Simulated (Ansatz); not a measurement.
One stationary structure of AlN. Space group P6₃mc (No. 186), AFLOW prototype AB_hP8_186_ab_ab (B5, as in SiC). Calculation: PBE (plane waves to 420 eV, PAW, scalar-relativistic; Ansatz, a quantum-chemistry and plane-wave program).

```cif
data_Al4N4
_chemical_formula_sum 'Al4 N4'
_space_group_name_H-M_alt 'P63mc'
_space_group_IT_number 186
_space_group_name_Hall 'P 6c -2c'
_cell_length_a 3.12082
_cell_length_b 3.12082
_cell_length_c 10.11163
_cell_angle_alpha 90.000
_cell_angle_beta 90.000
_cell_angle_gamma 120.000
loop_
_atom_site_label
_atom_site_type_symbol
_atom_site_symmetry_multiplicity
_atom_site_Wyckoff_symbol
_atom_site_fract_x
_atom_site_fract_y
_atom_site_fract_z
_atom_site_occupancy
Al1 Al 2 a 0.00000 0.00000 0.00141 1
Al2 Al 2 b 0.66667 0.33333 0.25033 1
N1 N 2 a 0.00000 0.00000 0.31194 1
N2 N 2 b 0.66667 0.33333 0.06195 1
```

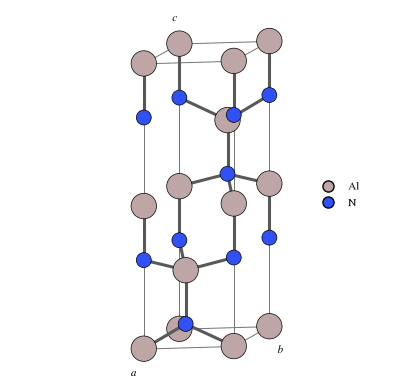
Fig. 1. The conventional cell of the relaxed structure

| Item | Value |
|---|---|
| Volume per atom | 10.66 Å³ |
| Band gap | 4.00 eV, direct at Γ (no spin-orbit coupling) |
| Shortest distances | Al–N 1.90 Å; Al–Al 3.10 Å; N–N 3.10 Å |
| k-mesh | 12×12×4 |

Band energies at high-symmetry points (eV from the VBM; labels of this space group; no spin-orbit coupling), from −5 eV up to 8.3 eV:

| point | energies |
|---|---|
| Γ | -3.29 -3.22 -0.64 -0.64 -0.41 -0.41 -0.34 -0.34 -0.09 -0.09 0.00 4.00 6.15 6.43 6.86 |
| M | -4.73 -4.33 -2.89 -2.36 -1.88 -1.30 -1.28 -1.24 -0.75 -0.57 4.01 4.64 6.91 7.14 7.93 |
| K | -4.64 -4.49 -4.49 -4.12 -4.12 -3.64 -2.71 -2.71 -2.26 -1.47 -1.47 -0.74 5.84 5.84 7.32 7.32 7.75 |
| A | -1.19 -1.19 -0.57 -0.57 -0.57 -0.57 -0.17 -0.17 -0.17 -0.17 4.96 4.96 6.84 6.84 |
| L | -4.75 -4.75 -2.22 -2.22 -1.72 -1.72 -1.31 -1.31 -0.80 -0.80 4.57 4.57 6.55 6.55 |
| H | -4.64 -4.64 -4.26 -4.26 -3.66 -3.66 -3.19 -3.19 -1.40 -1.40 -1.26 -1.26 5.60 5.60 7.56 7.56 |

No spin polarisation in the result.

The run could not lose the symmetry of its start; a randomly shaken copy of 8 atoms returns to this structure.

The first start was generated by placing the elements on the sites of a structure type. A measured structure of AlN has the same space group, P6₃mc (No. 186); the sites were not compared with it.
